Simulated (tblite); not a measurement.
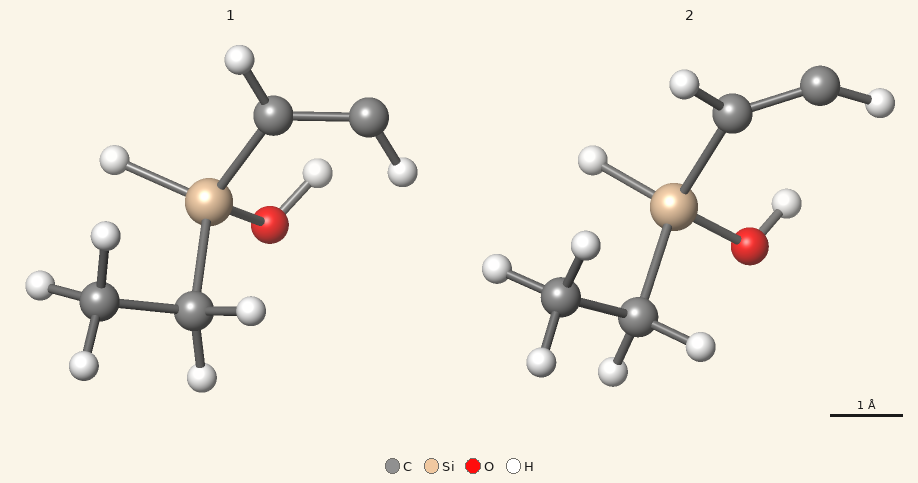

Two geometries of C₄H₉OSi (multiplicity 2), drawn at one scale. One is the start of a relaxation, the other its converged end. The picture is a ball-and-stick view, seen from a free direction.

Theory: GFN2-xTB geometry optimisation, gas phase in tblite 0.8.0. 

Q: Which geometry has the lower energy?

A: Structure 2 is the relaxed one. After 111 geometry steps the energy has fallen by 71.6 kJ/mol. The largest move after the best rigid fit is that of an H atom, 1.00 Å. By element the largest moves are H 1.00 Å, O 0.50 Å, C 0.46 Å, Si 0.13 Å. Among the contacts that change: C–Si 1.812 → 1.928 Å, O–Si 1.719 → 1.628 Å, H–O 1.001 → 0.953 Å, C–C 1.335 → 1.289 Å. Among the angles between lasting bonds that change: C–C–H 116.1° → 134.9°, Si–O–H 110.3° → 121.4°, Si–C–H 124.4° → 113.7°. Groups turn about C–Si by about 35°, C–Si by about 35°, O–Si by about 30°.
